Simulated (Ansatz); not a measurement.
# NH2Br (triplet): B3LYP, r2SCAN0, BHLYP over a scan of the distance Br1–H2 along a hydrogen transfer, cc-pVDZ, part 2 of 2

Ansatz 0.2.0, Gaussian basis; cc-pVDZ, all electrons in the functionals.

## 16. r2SCAN0, 1.640 Å

in.yaml reads:

```yaml
crystal:
  periodic: [false, false, false]
  atoms:
    - {symbol: Br, position_ang: [-1.899270, 0.251057, 0.000000]}
    - {symbol: H, position_ang: [-0.259270, 0.251057, 0.000000]}
    - {symbol: N, position_ang: [0.944730, 0.251057, 0.000000]}
    - {symbol: H, position_ang: [1.213811, -0.753170, 0.000000]}
basis:
  gaussian: {orbitals: cc-pVDZ}
magnetization: {spin_polarized: true, initial_magnetization: 2}
hamiltonian: {xc: {name: r2SCAN0}}
```

Run with:

```
> ansatz run in.yaml --threads 1 --pin off --events-out ev --progress --plain --max-ram 2393MiB
```

Log, shortened:

```text
Functional definition: r2SCAN0
  name "r2SCAN0"
  cite "Bursch, Neugebauer, Ehlert & Grimme, J. Chem. Phys. 156, 134105 (2022) doi:10.1063/5.0086040"
  cite "Furness, Kaplan, Ning, Perdew & Sun, J. Phys. Chem. Lett. 11, 8208 (2020) doi:10.1021/acs.jpclett.0c02405"
  cite "Furness, Kaplan, Ning, Perdew & Sun, J. Phys. Chem. Lett. 11, 9248 (2020) doi:10.1021/acs.jpclett.0c03077"
  parent r2scan
[...]
541 factors; integrals over basis functions are off by at most 1.4e-3 eV
[...]
mean field -71563.44278720 eV, -2629.9080149858 hartree, gradient 5.5e-5 eV, S^2 2.017676; 4 other end points of the search recorded, 0 dependent functions left out
reference -71563.44279214 eV, -2629.9080151675 hartree; 23, 21 occupied and 28, 30 virtual orbitals, 541 factors
Total energy: -71563.44279214 eV, -2629.9080151675 hartree
```

It took 4.2 s on 1 thread of Arm Neoverse V2, shared host.

From the report: ⟨S²⟩ of the determinant 2.018 (pure triplet: 2.00).

From 1.421 Å: -0.161 eV.

## 17. r2SCAN0, 1.694 Å

in.yaml reads:

```yaml
crystal:
  periodic: [false, false, false]
  atoms:
    - {symbol: Br, position_ang: [-1.912770, 0.251057, 0.000000]}
    - {symbol: H, position_ang: [-0.218770, 0.251057, 0.000000]}
    - {symbol: N, position_ang: [0.931230, 0.251057, 0.000000]}
    - {symbol: H, position_ang: [1.200311, -0.753170, 0.000000]}
basis:
  gaussian: {orbitals: cc-pVDZ}
magnetization: {spin_polarized: true, initial_magnetization: 2}
hamiltonian: {xc: {name: r2SCAN0}}
```

The command is unchanged.

Log, shortened:

```text
Functional definition: r2SCAN0
  name "r2SCAN0"
  cite "Bursch, Neugebauer, Ehlert & Grimme, J. Chem. Phys. 156, 134105 (2022) doi:10.1063/5.0086040"
  cite "Furness, Kaplan, Ning, Perdew & Sun, J. Phys. Chem. Lett. 11, 8208 (2020) doi:10.1021/acs.jpclett.0c02405"
  cite "Furness, Kaplan, Ning, Perdew & Sun, J. Phys. Chem. Lett. 11, 9248 (2020) doi:10.1021/acs.jpclett.0c03077"
  parent r2scan
[...]
540 factors; integrals over basis functions are off by at most 1.4e-3 eV
[...]
mean field -71563.47665034 eV, -2629.9092594332 hartree, gradient 6.5e-5 eV, S^2 2.017069; 4 other end points of the search recorded, 0 dependent functions left out
reference -71563.47665528 eV, -2629.9092596148 hartree; 23, 21 occupied and 28, 30 virtual orbitals, 540 factors
Total energy: -71563.47665528 eV, -2629.9092596148 hartree
```

Wall time 4.5 s (1 thread of Arm Neoverse V2, shared host).

From the report: ⟨S²⟩ of the determinant 2.017 (pure triplet: 2.00).

From 1.421 Å: -0.195 eV.

## 18. r2SCAN0, 1.749 Å

in.yaml reads:

```yaml
crystal:
  periodic: [false, false, false]
  atoms:
    - {symbol: Br, position_ang: [-1.926520, 0.251057, 0.000000]}
    - {symbol: H, position_ang: [-0.177520, 0.251057, 0.000000]}
    - {symbol: N, position_ang: [0.917480, 0.251057, 0.000000]}
    - {symbol: H, position_ang: [1.186561, -0.753170, 0.000000]}
basis:
  gaussian: {orbitals: cc-pVDZ}
magnetization: {spin_polarized: true, initial_magnetization: 2}
hamiltonian: {xc: {name: r2SCAN0}}
```

Same command.

Log, shortened:

```text
Functional definition: r2SCAN0
  name "r2SCAN0"
  cite "Bursch, Neugebauer, Ehlert & Grimme, J. Chem. Phys. 156, 134105 (2022) doi:10.1063/5.0086040"
  cite "Furness, Kaplan, Ning, Perdew & Sun, J. Phys. Chem. Lett. 11, 8208 (2020) doi:10.1021/acs.jpclett.0c02405"
  cite "Furness, Kaplan, Ning, Perdew & Sun, J. Phys. Chem. Lett. 11, 9248 (2020) doi:10.1021/acs.jpclett.0c03077"
  parent r2scan
[...]
541 factors; integrals over basis functions are off by at most 1.5e-3 eV
[...]
mean field -71563.49595272 eV, -2629.9099687827 hartree, gradient 5.1e-5 eV, S^2 2.015506; 4 other end points of the search recorded, 0 dependent functions left out
reference -71563.49595766 eV, -2629.9099689643 hartree; 23, 21 occupied and 28, 30 virtual orbitals, 541 factors
Total energy: -71563.49595766 eV, -2629.9099689643 hartree
```

Run time: 5.5 s. Hardware: 1 thread of Arm Neoverse V2, shared host.

From the report: ⟨S²⟩ of the determinant 2.016 (pure triplet: 2.00).

From 1.421 Å: -0.214 eV.

## 19. r2SCAN0, 1.804 Å

in.yaml reads:

```yaml
crystal:
  periodic: [false, false, false]
  atoms:
    - {symbol: Br, position_ang: [-1.940270, 0.251057, 0.000000]}
    - {symbol: H, position_ang: [-0.136270, 0.251057, 0.000000]}
    - {symbol: N, position_ang: [0.903730, 0.251057, 0.000000]}
    - {symbol: H, position_ang: [1.172811, -0.753170, 0.000000]}
basis:
  gaussian: {orbitals: cc-pVDZ}
magnetization: {spin_polarized: true, initial_magnetization: 2}
hamiltonian: {xc: {name: r2SCAN0}}
```

Launched as before.

Log, shortened:

```text
Functional definition: r2SCAN0
  name "r2SCAN0"
  cite "Bursch, Neugebauer, Ehlert & Grimme, J. Chem. Phys. 156, 134105 (2022) doi:10.1063/5.0086040"
  cite "Furness, Kaplan, Ning, Perdew & Sun, J. Phys. Chem. Lett. 11, 8208 (2020) doi:10.1021/acs.jpclett.0c02405"
  cite "Furness, Kaplan, Ning, Perdew & Sun, J. Phys. Chem. Lett. 11, 9248 (2020) doi:10.1021/acs.jpclett.0c03077"
  parent r2scan
[...]
541 factors; integrals over basis functions are off by at most 1.5e-3 eV
[...]
mean field -71563.47042848 eV, -2629.9090307842 hartree, gradient 9.6e-6 eV, S^2 2.013512; 3 other end points of the search recorded, 0 dependent functions left out
reference -71563.47043342 eV, -2629.9090309658 hartree; 23, 21 occupied and 28, 30 virtual orbitals, 541 factors
Total energy: -71563.47043342 eV, -2629.9090309658 hartree
```

Run time: 5.5 s. Hardware: 1 thread of Arm Neoverse V2, shared host.

From the report: ⟨S²⟩ of the determinant 2.014 (pure triplet: 2.00).

From 1.421 Å: -0.189 eV.

## 20. BHLYP, 1.321 Å

in.yaml reads:

```yaml
crystal:
  periodic: [false, false, false]
  atoms:
    - {symbol: Br, position_ang: [-1.819520, 0.251057, 0.000000]}
    - {symbol: H, position_ang: [-0.498520, 0.251057, 0.000000]}
    - {symbol: N, position_ang: [1.024480, 0.251057, 0.000000]}
    - {symbol: H, position_ang: [1.293561, -0.753170, 0.000000]}
basis:
  gaussian: {orbitals: cc-pVDZ}
magnetization: {spin_polarized: true, initial_magnetization: 2}
hamiltonian: {xc: {name: BHLYP}}
```

Launched as before.

Log, shortened:

```text
Functional definition: BHLYP
  name "BHLYP"
  cite "Becke, J. Chem. Phys. 98, 1372 (1993) doi:10.1063/1.464304"
  cite "Becke, Phys. Rev. A 38, 3098 (1988) doi:10.1103/PhysRevA.38.3098"
  cite "Lee, Yang & Parr, Phys. Rev. B 37, 785 (1988) doi:10.1103/PhysRevB.37.785"
[...]
544 factors; integrals over basis functions are off by at most 1.4e-3 eV
[...]
mean field -71563.36992000 eV, -2629.9053371657 hartree, gradient 4.1e-5 eV, S^2 2.008825; 0 other end points of the search recorded, 0 dependent functions left out
reference -71563.37003218 eV, -2629.9053412883 hartree; 23, 21 occupied and 28, 30 virtual orbitals, 544 factors
Total energy: -71563.37003218 eV, -2629.9053412883 hartree
```

It took 1.6 s on 1 thread of Arm Neoverse V2, shared host.

From the report: ⟨S²⟩ of the determinant 2.009 (pure triplet: 2.00).

## 21. BHLYP, 1.421 Å

in.yaml reads:

```yaml
crystal:
  periodic: [false, false, false]
  atoms:
    - {symbol: Br, position_ang: [-1.844420, 0.251057, 0.000000]}
    - {symbol: H, position_ang: [-0.423820, 0.251057, 0.000000]}
    - {symbol: N, position_ang: [0.999580, 0.251057, 0.000000]}
    - {symbol: H, position_ang: [1.268661, -0.753170, 0.000000]}
basis:
  gaussian: {orbitals: cc-pVDZ}
magnetization: {spin_polarized: true, initial_magnetization: 2}
hamiltonian: {xc: {name: BHLYP}}
```

The command is unchanged.

Log, shortened:

```text
Functional definition: BHLYP
  name "BHLYP"
  cite "Becke, J. Chem. Phys. 98, 1372 (1993) doi:10.1063/1.464304"
  cite "Becke, Phys. Rev. A 38, 3098 (1988) doi:10.1103/PhysRevA.38.3098"
  cite "Lee, Yang & Parr, Phys. Rev. B 37, 785 (1988) doi:10.1103/PhysRevB.37.785"
[...]
542 factors; integrals over basis functions are off by at most 1.3e-3 eV
[...]
mean field -71563.58852627 eV, -2629.9133707978 hartree, gradient 6.8e-5 eV, S^2 2.011852; 0 other end points of the search recorded, 0 dependent functions left out
reference -71563.58863768 eV, -2629.9133748923 hartree; 23, 21 occupied and 28, 30 virtual orbitals, 542 factors
Total energy: -71563.58863768 eV, -2629.9133748923 hartree
```

Run time: 2 s. Hardware: 1 thread of Arm Neoverse V2, shared host.

From the report: ⟨S²⟩ of the determinant 2.012 (pure triplet: 2.00).

## 22. BHLYP, 1.475 Å

in.yaml reads:

```yaml
crystal:
  periodic: [false, false, false]
  atoms:
    - {symbol: Br, position_ang: [-1.858020, 0.251057, 0.000000]}
    - {symbol: H, position_ang: [-0.383020, 0.251057, 0.000000]}
    - {symbol: N, position_ang: [0.985980, 0.251057, 0.000000]}
    - {symbol: H, position_ang: [1.255061, -0.753170, 0.000000]}
basis:
  gaussian: {orbitals: cc-pVDZ}
magnetization: {spin_polarized: true, initial_magnetization: 2}
hamiltonian: {xc: {name: BHLYP}}
```

Same command.

Log, shortened:

```text
Functional definition: BHLYP
  name "BHLYP"
  cite "Becke, J. Chem. Phys. 98, 1372 (1993) doi:10.1063/1.464304"
  cite "Becke, Phys. Rev. A 38, 3098 (1988) doi:10.1103/PhysRevA.38.3098"
  cite "Lee, Yang & Parr, Phys. Rev. B 37, 785 (1988) doi:10.1103/PhysRevB.37.785"
[...]
541 factors; integrals over basis functions are off by at most 1.3e-3 eV
[...]
mean field -71563.62698216 eV, -2629.9147840258 hartree, gradient 8.1e-5 eV, S^2 2.014444; 0 other end points of the search recorded, 0 dependent functions left out
reference -71563.62709313 eV, -2629.9147881040 hartree; 23, 21 occupied and 28, 30 virtual orbitals, 541 factors
Total energy: -71563.62709313 eV, -2629.9147881040 hartree
```

It took 1.5 s on 1 thread of Arm Neoverse V2, shared host.

From the report: ⟨S²⟩ of the determinant 2.014 (pure triplet: 2.00).

From 1.421 Å: -0.038 eV.

## 23. BHLYP, 1.530 Å

in.yaml reads:

```yaml
crystal:
  periodic: [false, false, false]
  atoms:
    - {symbol: Br, position_ang: [-1.871770, 0.251057, 0.000000]}
    - {symbol: H, position_ang: [-0.341770, 0.251057, 0.000000]}
    - {symbol: N, position_ang: [0.972230, 0.251057, 0.000000]}
    - {symbol: H, position_ang: [1.241311, -0.753170, 0.000000]}
basis:
  gaussian: {orbitals: cc-pVDZ}
magnetization: {spin_polarized: true, initial_magnetization: 2}
hamiltonian: {xc: {name: BHLYP}}
```

Launched as before.

Log, shortened:

```text
Functional definition: BHLYP
  name "BHLYP"
  cite "Becke, J. Chem. Phys. 98, 1372 (1993) doi:10.1063/1.464304"
  cite "Becke, Phys. Rev. A 38, 3098 (1988) doi:10.1103/PhysRevA.38.3098"
  cite "Lee, Yang & Parr, Phys. Rev. B 37, 785 (1988) doi:10.1103/PhysRevB.37.785"
[...]
541 factors; integrals over basis functions are off by at most 1.3e-3 eV
[...]
mean field -71563.64429235 eV, -2629.9154201636 hartree, gradient 7.7e-5 eV, S^2 2.017458; 0 other end points of the search recorded, 0 dependent functions left out
reference -71563.64440293 eV, -2629.9154242275 hartree; 23, 21 occupied and 28, 30 virtual orbitals, 541 factors
Total energy: -71563.64440293 eV, -2629.9154242275 hartree
```

Run time: 1.6 s. Hardware: 1 thread of Arm Neoverse V2, shared host.

From the report: ⟨S²⟩ of the determinant 2.017 (pure triplet: 2.00).

From 1.421 Å: -0.056 eV.

## 24. BHLYP, 1.585 Å

in.yaml reads:

```yaml
crystal:
  periodic: [false, false, false]
  atoms:
    - {symbol: Br, position_ang: [-1.885520, 0.251057, 0.000000]}
    - {symbol: H, position_ang: [-0.300520, 0.251057, 0.000000]}
    - {symbol: N, position_ang: [0.958480, 0.251057, 0.000000]}
    - {symbol: H, position_ang: [1.227561, -0.753170, 0.000000]}
basis:
  gaussian: {orbitals: cc-pVDZ}
magnetization: {spin_polarized: true, initial_magnetization: 2}
hamiltonian: {xc: {name: BHLYP}}
```

Launched as before.

Log, shortened:

```text
Functional definition: BHLYP
  name "BHLYP"
  cite "Becke, J. Chem. Phys. 98, 1372 (1993) doi:10.1063/1.464304"
  cite "Becke, Phys. Rev. A 38, 3098 (1988) doi:10.1103/PhysRevA.38.3098"
  cite "Lee, Yang & Parr, Phys. Rev. B 37, 785 (1988) doi:10.1103/PhysRevB.37.785"
[...]
541 factors; integrals over basis functions are off by at most 1.3e-3 eV
[...]
mean field -71563.66134111 eV, -2629.9160466938 hartree, gradient 7.2e-5 eV, S^2 2.020055; 0 other end points of the search recorded, 0 dependent functions left out
reference -71563.66145145 eV, -2629.9160507487 hartree; 23, 21 occupied and 28, 30 virtual orbitals, 541 factors
Total energy: -71563.66145145 eV, -2629.9160507487 hartree
```

It took 1.7 s on 1 thread of Arm Neoverse V2, shared host.

From the report: ⟨S²⟩ of the determinant 2.020 (pure triplet: 2.00).

From 1.421 Å: -0.073 eV.

## 25. BHLYP, 1.640 Å

in.yaml reads:

```yaml
crystal:
  periodic: [false, false, false]
  atoms:
    - {symbol: Br, position_ang: [-1.899270, 0.251057, 0.000000]}
    - {symbol: H, position_ang: [-0.259270, 0.251057, 0.000000]}
    - {symbol: N, position_ang: [0.944730, 0.251057, 0.000000]}
    - {symbol: H, position_ang: [1.213811, -0.753170, 0.000000]}
basis:
  gaussian: {orbitals: cc-pVDZ}
magnetization: {spin_polarized: true, initial_magnetization: 2}
hamiltonian: {xc: {name: BHLYP}}
```

Same command.

Log, shortened:

```text
Functional definition: BHLYP
  name "BHLYP"
  cite "Becke, J. Chem. Phys. 98, 1372 (1993) doi:10.1063/1.464304"
  cite "Becke, Phys. Rev. A 38, 3098 (1988) doi:10.1103/PhysRevA.38.3098"
  cite "Lee, Yang & Parr, Phys. Rev. B 37, 785 (1988) doi:10.1103/PhysRevB.37.785"
[...]
541 factors; integrals over basis functions are off by at most 1.4e-3 eV
[...]
mean field -71563.69055043 eV, -2629.9171201166 hartree, gradient 1.6e-5 eV, S^2 2.021108; 2 other end points of the search recorded, 0 dependent functions left out
reference -71563.69066077 eV, -2629.9171241715 hartree; 23, 21 occupied and 28, 30 virtual orbitals, 541 factors
Total energy: -71563.69066077 eV, -2629.9171241715 hartree
```

Wall time 2 s (1 thread of Arm Neoverse V2, shared host).

From the report: ⟨S²⟩ of the determinant 2.021 (pure triplet: 2.00).

From 1.421 Å: -0.102 eV.

## 26. BHLYP, 1.694 Å

in.yaml reads:

```yaml
crystal:
  periodic: [false, false, false]
  atoms:
    - {symbol: Br, position_ang: [-1.912770, 0.251057, 0.000000]}
    - {symbol: H, position_ang: [-0.218770, 0.251057, 0.000000]}
    - {symbol: N, position_ang: [0.931230, 0.251057, 0.000000]}
    - {symbol: H, position_ang: [1.200311, -0.753170, 0.000000]}
basis:
  gaussian: {orbitals: cc-pVDZ}
magnetization: {spin_polarized: true, initial_magnetization: 2}
hamiltonian: {xc: {name: BHLYP}}
```

Launched as before.

Log, shortened:

```text
Functional definition: BHLYP
  name "BHLYP"
  cite "Becke, J. Chem. Phys. 98, 1372 (1993) doi:10.1063/1.464304"
  cite "Becke, Phys. Rev. A 38, 3098 (1988) doi:10.1103/PhysRevA.38.3098"
  cite "Lee, Yang & Parr, Phys. Rev. B 37, 785 (1988) doi:10.1103/PhysRevB.37.785"
[...]
540 factors; integrals over basis functions are off by at most 1.4e-3 eV
[...]
mean field -71563.73070348 eV, -2629.9185957141 hartree, gradient 2.5e-5 eV, S^2 2.020030; 2 other end points of the search recorded, 0 dependent functions left out
reference -71563.73081411 eV, -2629.9185997794 hartree; 23, 21 occupied and 28, 30 virtual orbitals, 540 factors
Total energy: -71563.73081411 eV, -2629.9185997794 hartree
```

Run time: 2 s. Hardware: 1 thread of Arm Neoverse V2, shared host.

From the report: ⟨S²⟩ of the determinant 2.020 (pure triplet: 2.00).

From 1.421 Å: -0.142 eV.

## 27. BHLYP, 1.749 Å

in.yaml reads:

```yaml
crystal:
  periodic: [false, false, false]
  atoms:
    - {symbol: Br, position_ang: [-1.926520, 0.251057, 0.000000]}
    - {symbol: H, position_ang: [-0.177520, 0.251057, 0.000000]}
    - {symbol: N, position_ang: [0.917480, 0.251057, 0.000000]}
    - {symbol: H, position_ang: [1.186561, -0.753170, 0.000000]}
basis:
  gaussian: {orbitals: cc-pVDZ}
magnetization: {spin_polarized: true, initial_magnetization: 2}
hamiltonian: {xc: {name: BHLYP}}
```

Launched as before.

Log, shortened:

```text
Functional definition: BHLYP
  name "BHLYP"
  cite "Becke, J. Chem. Phys. 98, 1372 (1993) doi:10.1063/1.464304"
  cite "Becke, Phys. Rev. A 38, 3098 (1988) doi:10.1103/PhysRevA.38.3098"
  cite "Lee, Yang & Parr, Phys. Rev. B 37, 785 (1988) doi:10.1103/PhysRevB.37.785"
[...]
541 factors; integrals over basis functions are off by at most 1.5e-3 eV
[...]
mean field -71563.76761177 eV, -2629.9199520688 hartree, gradient 3.0e-5 eV, S^2 2.017272; 3 other end points of the search recorded, 0 dependent functions left out
reference -71563.76772296 eV, -2629.9199561547 hartree; 23, 21 occupied and 28, 30 virtual orbitals, 541 factors
Total energy: -71563.76772296 eV, -2629.9199561547 hartree
```

Wall time 2.1 s (1 thread of Arm Neoverse V2, shared host).

From the report: ⟨S²⟩ of the determinant 2.017 (pure triplet: 2.00).

From 1.421 Å: -0.179 eV.

## 28. BHLYP, 1.804 Å

in.yaml reads:

```yaml
crystal:
  periodic: [false, false, false]
  atoms:
    - {symbol: Br, position_ang: [-1.940270, 0.251057, 0.000000]}
    - {symbol: H, position_ang: [-0.136270, 0.251057, 0.000000]}
    - {symbol: N, position_ang: [0.903730, 0.251057, 0.000000]}
    - {symbol: H, position_ang: [1.172811, -0.753170, 0.000000]}
basis:
  gaussian: {orbitals: cc-pVDZ}
magnetization: {spin_polarized: true, initial_magnetization: 2}
hamiltonian: {xc: {name: BHLYP}}
```

Launched as before.

Log, shortened:

```text
Functional definition: BHLYP
  name "BHLYP"
  cite "Becke, J. Chem. Phys. 98, 1372 (1993) doi:10.1063/1.464304"
  cite "Becke, Phys. Rev. A 38, 3098 (1988) doi:10.1103/PhysRevA.38.3098"
  cite "Lee, Yang & Parr, Phys. Rev. B 37, 785 (1988) doi:10.1103/PhysRevB.37.785"
[...]
541 factors; integrals over basis functions are off by at most 1.5e-3 eV
[...]
mean field -71563.76907347 eV, -2629.9200057851 hartree, gradient 3.4e-5 eV, S^2 2.014012; 3 other end points of the search recorded, 0 dependent functions left out
reference -71563.76918541 eV, -2629.9200098990 hartree; 23, 21 occupied and 28, 30 virtual orbitals, 541 factors
Total energy: -71563.76918541 eV, -2629.9200098990 hartree
```

Wall time 2.3 s (1 thread of Arm Neoverse V2, shared host).

From the report: ⟨S²⟩ of the determinant 2.014 (pure triplet: 2.00).

From 1.421 Å: -0.181 eV.

## 29. The comparison

The yardstick is UCCSDT(Q), where the cluster series has nearly closed. It comes from earlier runs at the same points. Energies in eV, counted from 1.421 Å; blanks weren't run or aren't comparable.

| level | 1.321 Å | 1.421 Å | 1.475 Å | 1.530 Å | 1.585 Å | 1.640 Å | 1.694 Å | 1.749 Å | 1.804 Å |
| --- | --- | --- | --- | --- | --- | --- | --- | --- | --- |
| UCCSDT(Q) | 0.207 | 0.000 | -0.029 | -0.036 | -0.041 | -0.058 | -0.086 | -0.109 | -0.096 |
| B3LYP | 0.300 | 0.000 | -0.085 | -0.147 | -0.201 | -0.254 | -0.299 | -0.323 | -0.295 |
| r2SCAN0 | 0.259 | 0.000 | -0.060 | -0.097 | -0.127 | -0.161 | -0.195 | -0.214 | -0.189 |
| BHLYP | 0.219 | 0.000 | -0.038 | -0.056 | -0.073 | -0.102 | -0.142 | -0.179 | -0.181 |

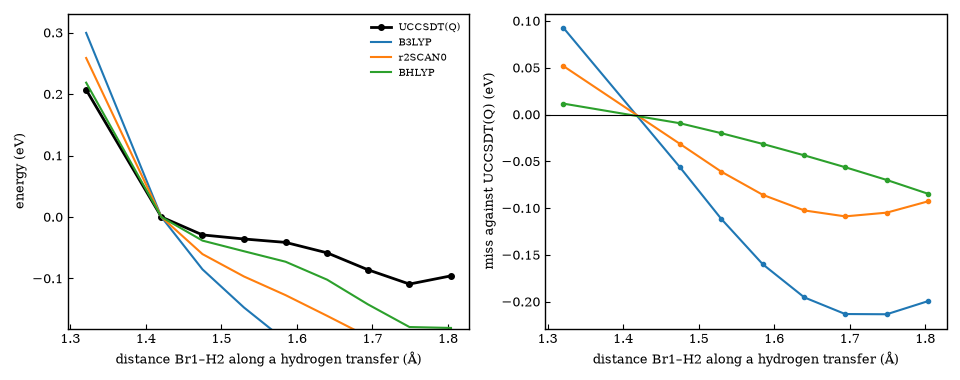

Left: the curves (the axis may cut off levels that run far away). Right: misses against UCCSDT(Q), in the same colours.

Largest miss and mean time a point (UCCSDT(Q) took 35 s a point; shared hosts):

```
  level  largest miss (eV)    where  time a point
  B3LYP             -0.213  1.749 Å         1.9 s
r2SCAN0             -0.109  1.694 Å         4.1 s
  BHLYP             -0.085  1.804 Å         1.9 s
```

## 30. Results

The summary covers parts 1 to 2.

```
                   quantity                value
span of the UCCSDT(Q) curve             0.316 eV
        largest miss, B3LYP  -0.213 eV (1.749 Å)
      largest miss, r2SCAN0  -0.109 eV (1.694 Å)
        largest miss, BHLYP  -0.085 eV (1.804 Å)
```

**Reading.** Of the functionals, BHLYP keep the smallest largest miss at the points compared (at most 0.085 eV) and B3LYP strays most (0.213 eV, at 1.749 Å). Functionals and the yardstick converge differently with the basis, so part of each miss in cc-pVDZ is the basis.
